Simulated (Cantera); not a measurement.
Charge: 1 mol MgO, 0.039 mol Br2, 0.1 mol H2, at 9.70 bar.

Equilibrium computed with Cantera from the NASA thermochemical tables; the gas is ideal and each condensed phase is pure. Candidate condensed phases: Br2, H2O, Mg, MgBr2, MgO, Mg(OH)2; 20 gas species. Mutual solubility and eutectic melting of coexisting phases are not modelled. Equilibrium is a limit: real reactors are often held back by kinetics, nucleation or transport.

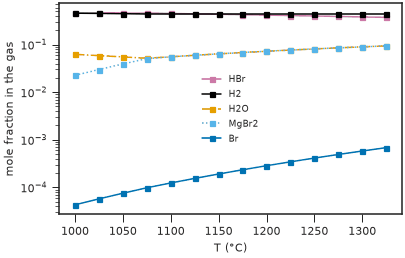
*Equilibrium gas composition (values under 1e-9 drawn at 1e-9)*

### Question
Read off the mole fractions at 1275 °C.

### Answer
H2 about 0.44, HBr about 0.39, H2O about 0.085, MgBr2 about 0.085, Br about 0.00049.
